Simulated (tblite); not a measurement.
# Run report: Si$_{3}$NH$_{9}$O, geometry relaxation

Si$_{3}$NH$_{9}$O, SMILES [SiH3]ON([SiH3])[SiH3], computed with GFN2-xTB geometry optimisation, gas phase (tblite 0.8.0).

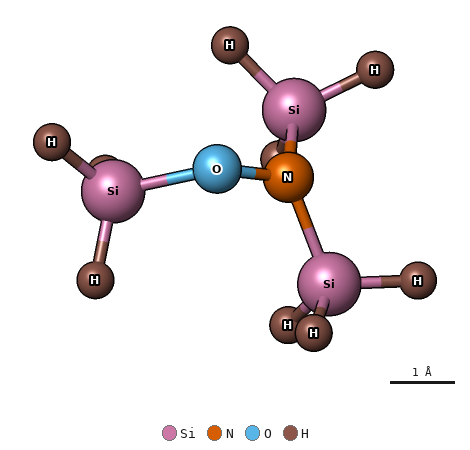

The starting structure (ball-and-stick view, seen at a tilt). Bond lengths as drawn: H–Si 1.39 to 1.44 Å, N–O 1.36 Å, N–Si 1.81 to 1.82 Å and O–Si 1.75 Å.

### Summary

| quantity | value |
| --- | --- |
| outcome | converged |
| total energy | −457.8140 eV |
| hardware | 1 CPU thread, shared host |
| wall time | 3.4 s |
| peak memory | 0.18 GiB |

### Input
```
{"job": {"kind": "relax", "xc": "GFN2-xTB", "basis": "xTB"}, "charge": 0, "multiplicity": 1}
Si    -0.647330     2.012616     1.472901
N      0.207660     1.521453    -0.062750
Si    -0.862908     0.851593    -1.361384
O      1.418156     0.925715     0.094515
Si     1.708482    -0.597840     0.913492
H     -1.131650     3.348455     1.357872
H     -1.690545     1.128291     1.723080
H      0.269012     1.957299     2.575297
H     -1.734963     1.865019    -1.823242
H     -1.635006    -0.246350    -0.850435
H     -0.072553     0.380231    -2.451855
H      1.537282    -1.680786    -0.023347
H      0.766187    -0.759170     1.968761
H      3.047469    -0.658817     1.436940
```

The first line tells a small driver script what to run in tblite; the rest is the geometry in Å.

Run as:
```bash
OMP_NUM_THREADS=1 python <driver script> task.json out
```

### Output
```
step      E/eV     max force
  0    -456.99074    3.641
  1    -457.36617    0.929
  2    -457.41894    0.604
  3    -457.44717    0.531
  4    -457.48647    0.687
  5    -457.52492    0.702
  6    -457.56989    0.656
  7    -457.59669    0.351
  8    -457.61390    0.333
  9    -457.62609    0.323
 10    -457.63670    0.290
 11    -457.64553    0.224
 12    -457.65318    0.224
 13    -457.66232    0.311
 14    -457.67078    0.254
 15    -457.67534    0.158
 16    -457.67799    0.132
 17    -457.68106    0.233
 18    -457.68559    0.299
 19    -457.69155    0.278
 20    -457.69768    0.212
 21    -457.70302    0.241
 22    -457.70776    0.224
 23    -457.71266    0.226
 24    -457.71782    0.193
 25    -457.72314    0.223
 26    -457.72853    0.179
 27    -457.73324    0.185
 28    -457.73708    0.160
 29    -457.73998    0.105
 30    -457.74156    0.108
 31    -457.74256    0.087
 32    -457.74367    0.062
 33    -457.74475    0.062
 34    -457.74554    0.058
 35    -457.74609    0.055
 36    -457.74663    0.061
 37    -457.74735    0.062
 38    -457.74840    0.080
 39    -457.74962    0.080
 40    -457.75064    0.086
 41    -457.75142    0.094
 42    -457.75215    0.089
 43    -457.75325    0.102
 44    -457.75555    0.135
 45    -457.75941    0.172
 46    -457.76297    0.148
 47    -457.76494    0.072
 48    -457.76552    0.055
 49    -457.76581    0.053
 50    -457.76620    0.058
 51    -457.76673    0.078
 52    -457.76752    0.068
 53    -457.76851    0.080
 54    -457.76932    0.070
 55    -457.76992    0.059
 56    -457.77042    0.064
 57    -457.77098    0.064
 58    -457.77171    0.073
 59    -457.77260    0.085
 60    -457.77349    0.085
 61    -457.77425    0.070
 62    -457.77492    0.080
 63    -457.77573    0.091
 64    -457.77689    0.084
 65    -457.77819    0.080
 66    -457.77899    0.066
 67    -457.77953    0.070
 68    -457.77999    0.073
 69    -457.78120    0.093
 70    -457.78252    0.110
 71    -457.78478    0.122
 72    -457.78654    0.088
 73    -457.78792    0.071
 74    -457.78855    0.064
 75    -457.78903    0.076
 76    -457.78973    0.074
 77    -457.79048    0.067
 78    -457.79155    0.069
 79    -457.79256    0.122
 80    -457.79348    0.091
 81    -457.79500    0.085
 82    -457.79779    0.138
 83    -457.79792    0.202
 84    -457.80003    0.099
 85    -457.80086    0.068
 86    -457.80230    0.072
 87    -457.80313    0.085
 88    -457.80386    0.085
 89    -457.80435    0.076
 90    -457.80492    0.073
 91    -457.80590    0.069
 92    -457.80643    0.065
 93    -457.80687    0.046
 94    -457.80714    0.042
 95    -457.80742    0.043
 96    -457.80771    0.049
 97    -457.80802    0.046
 98    -457.80837    0.055
 99    -457.80874    0.039
100    -457.80907    0.039
101    -457.80928    0.033
102    -457.80944    0.029
103    -457.80961    0.035
104    -457.80978    0.039
105    -457.80990    0.027
106    -457.80995    0.022
107    -457.81000    0.017
108    -457.81004    0.019
109    -457.81009    0.019
110    -457.81017    0.024
111    -457.81026    0.022
112    -457.81033    0.017
113    -457.81039    0.014
114    -457.81043    0.015
115    -457.81049    0.021
116    -457.81059    0.031
117    -457.81073    0.035
118    -457.81081    0.044
119    -457.81103    0.032
120    -457.81115    0.028
121    -457.81134    0.026
122    -457.81140    0.020
123    -457.81147    0.017
124    -457.81155    0.020
125    -457.81159    0.018
126    -457.81167    0.017
127    -457.81170    0.022
128    -457.81173    0.017
129    -457.81177    0.014
130    -457.81182    0.013
131    -457.81187    0.011
132    -457.81190    0.013
133    -457.81193    0.011
134    -457.81195    0.013
135    -457.81197    0.014
136    -457.81201    0.014
137    -457.81204    0.013
138    -457.81207    0.013
139    -457.81209    0.015
140    -457.81211    0.015
141    -457.81214    0.019
142    -457.81218    0.029
143    -457.81225    0.034
144    -457.81234    0.029
145    -457.81243    0.029
146    -457.81252    0.028
147    -457.81260    0.026
148    -457.81272    0.036
149    -457.81286    0.038
150    -457.81299    0.030
151    -457.81313    0.035
152    -457.81324    0.029
153    -457.81339    0.024
154    -457.81347    0.024
155    -457.81356    0.018
156    -457.81361    0.015
157    -457.81367    0.017
158    -457.81373    0.016
159    -457.81378    0.016
160    -457.81384    0.014
161    -457.81389    0.012
162    -457.81392    0.013
163    -457.81393    0.012
164    -457.81395    0.010
165    -457.81396    0.009
166    -457.81397    0.008
167    -457.81398    0.010
168    -457.81399    0.007
```

### Trajectory as extended XYZ (Å, eV, eV/Å), 8 of the 25 frames kept, from step=0 to step=168
```
14
Properties=species:S:1:pos:R:3:forces:R:3 step=0 energy=-456.99074
Si   -0.6473    2.0126    1.4729    1.7590   0.2660  -1.4840
N     0.2077    1.5215   -0.0627   -3.1740   0.6670   0.1640
Si   -0.8629    0.8516   -1.3614    1.2360   0.2830   1.1760
O     1.4182    0.9257    0.0945    2.1530  -2.6510   1.2640
Si    1.7085   -0.5978    0.9135   -0.2040   1.6470  -1.3380
H    -1.1316    3.3485    1.3579   -0.2120   0.7050  -0.3210
H    -1.6905    1.1283    1.7231   -1.4210  -1.1960   0.3140
H     0.2690    1.9573    2.5753    0.5280  -0.0560   0.3090
H    -1.7350    1.8650   -1.8232   -0.5480   0.8980  -0.1080
H    -1.6350   -0.2464   -0.8504   -0.3500  -0.5600   0.2780
H    -0.0726    0.3802   -2.4519    0.6020  -0.2000  -0.4210
H     1.5373   -1.6808   -0.0233   -0.1260  -0.2460  -0.4170
H     0.7662   -0.7592    1.9688   -0.6050   0.0030   0.6160
H     3.0475   -0.6588    1.4369    0.3620   0.4400  -0.0320
14
Properties=species:S:1:pos:R:3:forces:R:3 step=21 energy=-457.70302
Si   -0.6644    2.0544    1.4851   -0.0370  -0.0290   0.0080
N     0.0580    1.4095    0.0349    0.0040  -0.0910   0.0500
Si   -0.8178    0.8256   -1.3474    0.0050  -0.0120   0.0240
O     1.3282    0.8144    0.2512    0.0470  -0.0930   0.0300
Si    1.6599   -0.6485    0.8812   -0.0700  -0.0680   0.0300
H    -1.1397    3.3865    1.1206    0.0070  -0.0060   0.0280
H    -1.7760    1.1991    1.9239   -0.0240   0.0230  -0.0020
H     0.3857    2.0138    2.4954    0.0070   0.1150  -0.0190
H    -1.6769    1.9601   -1.6794    0.0330  -0.0450  -0.0500
H    -1.6398   -0.3508   -1.0152    0.0320   0.0140  -0.0150
H     0.1881    0.4467   -2.3347   -0.0280   0.0830   0.0010
H     1.4294   -1.7397   -0.0831    0.0790   0.1360   0.0370
H     0.7822   -0.9424    2.0283    0.1560   0.0490  -0.0350
H     3.0624   -0.3810    1.2091   -0.2120  -0.0750  -0.0880
14
Properties=species:S:1:pos:R:3:forces:R:3 step=49 energy=-457.76581
Si   -0.7315    2.1544    1.4972    0.0020   0.0020   0.0200
N     0.0160    1.3447    0.1505   -0.0240   0.0060  -0.0080
Si   -0.7247    0.8378   -1.3332   -0.0150  -0.0110  -0.0270
O     1.2650    0.7422    0.4438    0.0220   0.0200   0.0070
Si    1.6160   -0.7828    0.8721    0.0090  -0.0010  -0.0080
H    -1.3620    3.3453    0.9320    0.0220   0.0000   0.0040
H    -1.7603    1.3091    2.1192    0.0290  -0.0370   0.0260
H     0.3502    2.4308    2.4338   -0.0040   0.0220  -0.0070
H    -1.6965    1.8900   -1.6037   -0.0140   0.0110  -0.0050
H    -1.3979   -0.4568   -1.1630    0.0110  -0.0270  -0.0160
H     0.3328    0.7372   -2.3334    0.0180  -0.0010   0.0110
H     1.1865   -1.7562   -0.1359    0.0000   0.0080   0.0050
H     1.0303   -1.1719    2.1574   -0.0420   0.0200   0.0040
H     3.0552   -0.5759    0.9330   -0.0150  -0.0140  -0.0060
14
Properties=species:S:1:pos:R:3:forces:R:3 step=70 energy=-457.78252
Si   -0.7017    2.1504    1.5160    0.0560   0.0480   0.0320
N     0.0286    1.3740    0.1396    0.0120  -0.0160   0.0120
Si   -0.6827    0.8420   -1.3528    0.0540   0.0280  -0.0160
O     1.2798    0.7605    0.4291   -0.0690  -0.0070   0.0010
Si    1.5444   -0.7810    0.8714    0.0120   0.0330  -0.0040
H    -1.4980    3.2379    0.9476    0.0240  -0.0620   0.0160
H    -1.5570    1.2159    2.2637    0.0200  -0.0060  -0.0050
H     0.3967    2.6098    2.3678   -0.0570  -0.0270  -0.0900
H    -1.7436    1.8114   -1.5949    0.0110   0.0140  -0.0010
H    -1.2380   -0.5136   -1.2366   -0.0090   0.0020   0.0110
H     0.4010    0.8476   -2.3341   -0.0420   0.0170   0.0010
H     1.0523   -1.7333   -0.1259    0.0210  -0.0210  -0.0130
H     0.9035   -1.0983    2.1479   -0.0100  -0.0100   0.0480
H     2.9939   -0.6756    0.9310   -0.0230   0.0070   0.0080
14
Properties=species:S:1:pos:R:3:forces:R:3 step=98 energy=-457.80837
Si   -0.6399    2.1590    1.5217    0.0100  -0.0420   0.0330
N    -0.0362    1.2935    0.1426   -0.0200  -0.0050   0.0060
Si   -0.6365    0.9376   -1.4457    0.0230  -0.0250   0.0100
O     1.2008    0.6516    0.4313    0.0240   0.0070   0.0000
Si    1.4349   -0.8699    0.9550   -0.0060  -0.0010   0.0170
H    -1.8202    2.8497    1.0189   -0.0080   0.0100  -0.0160
H    -0.9872    1.1908    2.5717    0.0090   0.0290  -0.0090
H     0.4117    3.0571    2.0007   -0.0140  -0.0160  -0.0230
H    -1.7926    1.8119   -1.5805   -0.0250   0.0240  -0.0020
H    -1.0187   -0.4783   -1.5240   -0.0030   0.0030   0.0030
H     0.4295    1.2121   -2.4081    0.0080   0.0100   0.0000
H     0.9736   -1.8705   -0.0104    0.0030   0.0080   0.0100
H     0.7792   -1.1346    2.2379   -0.0180   0.0000  -0.0130
H     2.8809   -0.7623    1.0586    0.0170  -0.0040  -0.0170
14
Properties=species:S:1:pos:R:3:forces:R:3 step=119 energy=-457.81103
Si   -0.6358    2.1724    1.5198   -0.0080   0.0130  -0.0130
N    -0.0816    1.2238    0.1762    0.0100  -0.0010   0.0100
Si   -0.6032    0.9699   -1.4583   -0.0040   0.0080   0.0100
O     1.1740    0.6072    0.4547   -0.0140  -0.0130  -0.0130
Si    1.4006   -0.9181    0.9757    0.0120   0.0030  -0.0160
H    -1.9196    2.6907    1.0614   -0.0040   0.0020   0.0080
H    -0.7759    1.2815    2.6758    0.0040   0.0000  -0.0050
H     0.3350    3.2276    1.8163    0.0050  -0.0090   0.0020
H    -1.8095    1.7801   -1.5633   -0.0200   0.0030   0.0000
H    -0.8801   -0.4580   -1.6421   -0.0050  -0.0210   0.0000
H     0.4545    1.3887   -2.3763    0.0250   0.0150  -0.0120
H     0.9088   -1.9175    0.0252   -0.0090   0.0030   0.0010
H     0.7615   -1.1649    2.2681   -0.0170  -0.0100   0.0230
H     2.8505   -0.8356    1.0368    0.0230   0.0070   0.0060
14
Properties=species:S:1:pos:R:3:forces:R:3 step=147 energy=-457.81260
Si   -0.6244    2.1865    1.5063    0.0020   0.0250   0.0050
N    -0.1276    1.1640    0.1949   -0.0070   0.0130  -0.0120
Si   -0.5842    0.9981   -1.4705   -0.0020  -0.0120  -0.0210
O     1.1402    0.5633    0.4626   -0.0010  -0.0060  -0.0040
Si    1.3711   -0.9566    0.9998   -0.0010  -0.0050   0.0100
H    -1.9650    2.6210    1.1278    0.0130  -0.0130  -0.0060
H    -0.6195    1.3498    2.7080   -0.0020   0.0080   0.0090
H     0.3037    3.3097    1.6690   -0.0070  -0.0160   0.0080
H    -1.8614    1.6955   -1.5544   -0.0040   0.0130   0.0100
H    -0.7237   -0.4344   -1.7468    0.0100  -0.0090   0.0030
H     0.4441    1.5721   -2.3408   -0.0050   0.0080   0.0030
H     0.8588   -1.9588    0.0626    0.0090  -0.0020   0.0110
H     0.7443   -1.1904    2.3032    0.0040   0.0000  -0.0130
H     2.8230   -0.8719    1.0481   -0.0090  -0.0040  -0.0020
14
Properties=species:S:1:pos:R:3:forces:R:3 step=168 energy=-457.81399
Si   -0.6077    2.1912    1.4962   -0.0040  -0.0020   0.0020
N    -0.1324    1.1491    0.1916   -0.0040   0.0010  -0.0010
Si   -0.5866    1.0081   -1.4774    0.0020  -0.0050  -0.0030
O     1.1340    0.5415    0.4522    0.0030   0.0010  -0.0020
Si    1.3572   -0.9702    1.0153    0.0000  -0.0030  -0.0040
H    -1.9396    2.6418    1.1088   -0.0010   0.0010  -0.0020
H    -0.6206    1.3678    2.7073    0.0010  -0.0010   0.0000
H     0.3399    3.2969    1.6550    0.0030   0.0030   0.0010
H    -1.9170    1.6031   -1.5185   -0.0070   0.0030   0.0000
H    -0.5987   -0.4219   -1.7946    0.0010   0.0050   0.0020
H     0.3698    1.7020   -2.3437    0.0030  -0.0010   0.0000
H     0.8449   -1.9893    0.0967    0.0000   0.0000   0.0040
H     0.7270   -1.1792    2.3202    0.0000  -0.0010   0.0020
H     2.8092   -0.8930    1.0608    0.0020  -0.0010   0.0000
```
